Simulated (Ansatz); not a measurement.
# NH$_{3}$···FH$_{2}$Si (doublet): what the fields show

```xyz
8

H     1.7239   -0.6173    0.6093
Si   -0.7995    1.2641    0.0396
F    -0.5894    0.7278   -1.4612
N     1.3057   -1.4250    0.1658
H    -1.4473    2.6026   -0.0611
H    -1.6786    0.2963    0.7537
H     0.4972   -1.6993    0.7087
H     0.9880   -1.1494   -0.7548
```

The product side of a reaction path; geometry: PBE0-D4/def2-TZVP.

Computed with UKS PBE0-D4/def2-TZVPP (Ansatz).

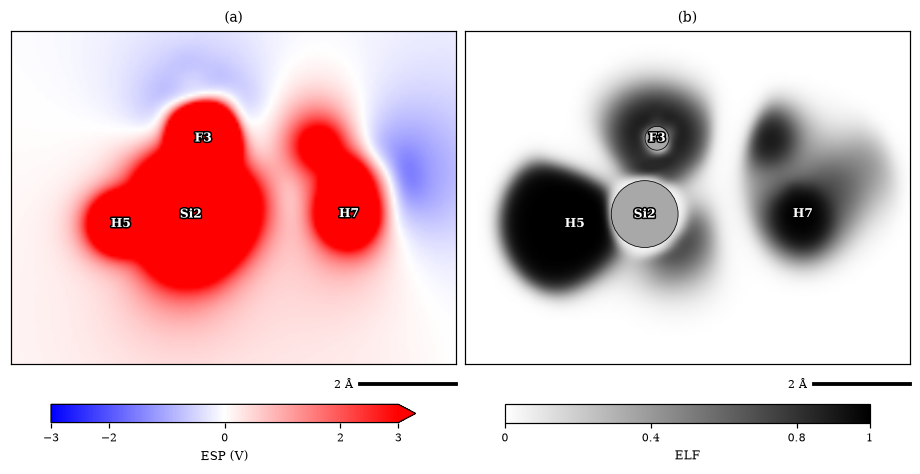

Figure 1. (a) electrostatic potential; (b) ELF on the plane of atoms F3, Si2 and H5. Grey discs cover the atomic cores in the ELF map.

Q: What do the fields say about this system?

A: Atoms in the plane: Si, F and H. Si–F (1.61 Å): the ELF peaks at about 0.85 in the valence shell of F, 0.6 Å from its nucleus, and is about 0.45 at the midpoint. Si–H (1.49 Å): the ELF climbs to about 1 towards the hydrogen, as it does in any bond to H. The ELF also peaks beside F3, away from the bonds: non-bonding electrons, paired or unpaired. Outside the dense part of the complex the potential is most negative (−1.5 V) near N4, which lies off the plane.

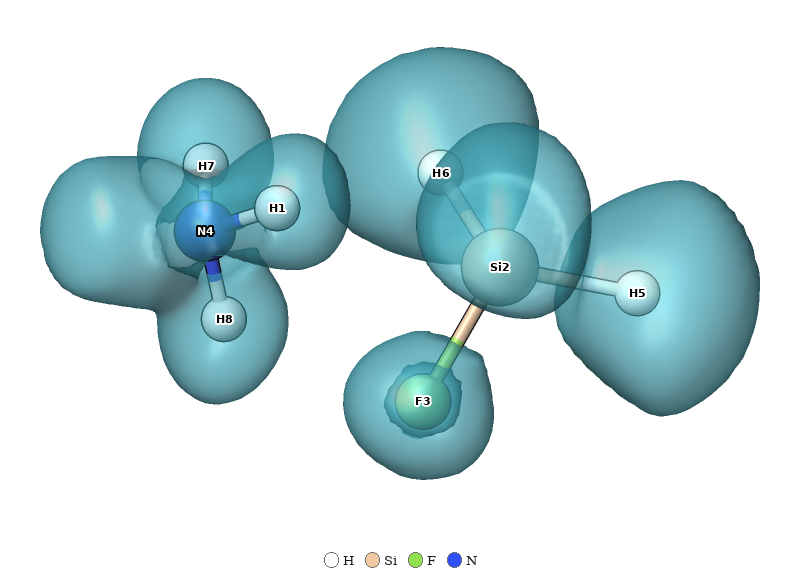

Figure 2. Isosurface of the ELF at 0.75 (cyan), seen at a tilt. Only the valence region is drawn (cores and ρ < 0.01 e/Å³ removed).

Q: What do the ELF domains correspond to?

A: The surface consists of two regions around hydrogen nuclei, one lobe on Si, pointing away from the bonds (non-bonding electrons), one region wrapped around F (its lone pairs, merged into a ring or cap) and one joined region spread over several atoms (H, N), in which their bonds and any lone pairs are merged.


Si2···N4 (3.42 Å): the ELF dips to about 0.05 between them; a non-bonded, intermolecular contact.

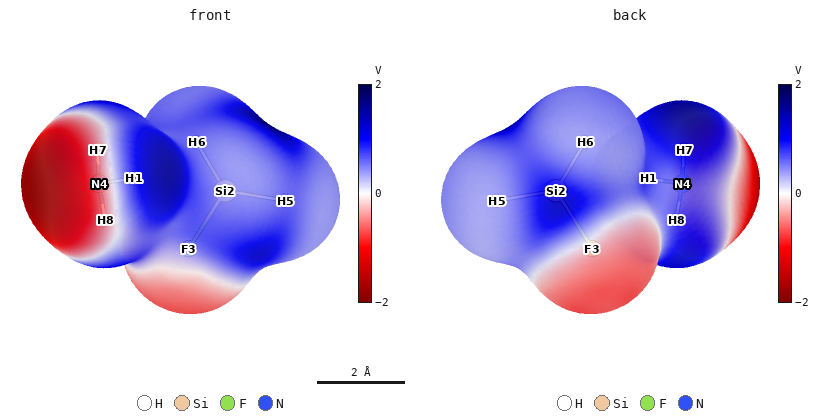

Figure 3. The molecular electrostatic potential painted on the density surface at 0.002 e/bohr³, seen from the front and from behind; red is negative and blue positive.

Q: Which sites attract a positive test charge, and which a negative one?

A: A positive charge is drawn to the negative regions and a negative charge to the positive ones. The most negative region (about −1.8 V) lies over N4, the most positive (about +1.7 V) over Si2. N4 is the likeliest acceptor of a hydrogen bond.
